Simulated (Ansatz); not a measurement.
The figure comes from a scan of CsPbCl$_{3}$ (cubic perovskite): the cell is scaled evenly about its relaxed volume V₀. Calculation: PBEsol (plane waves to 420 eV, PAW, scalar-relativistic; Ansatz, a program for electronic structure). k mesh 6×6×6 (Γ-centred), Fermi-Dirac smearing 0.05 eV. E stands for the smeared free energy. CsPbCl3 was relaxed with its symmetry unable to fall. Spin-orbit coupling is left out, though Pb is heavy. This is a high-temperature form of CsPbCl3. The zero of ΔE is the relaxed starting cell.

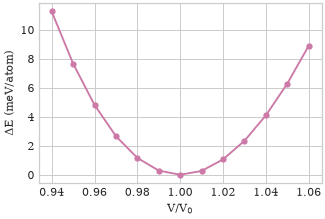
Figure: ΔE (meV/atom) against V/V₀; one marker a computed point.

Question: Read the plotted values off the figure, to the accuracy that the plot allows.

Answer: To the nearest 0.2:

```
V/V₀   ΔE (meV/atom)
-----  -------------
0.940           11.2
0.950            7.6
0.960            4.8
0.970            2.6
0.980            1.2
0.990            0.2
1.000            0.0
1.010            0.2
1.020            1.0
1.030            2.4
1.040            4.0
1.050            6.2
1.060            8.8
```

(A scan under strain: stresses follow from slopes of the energy per volume, elastic moduli from its curvatures.)
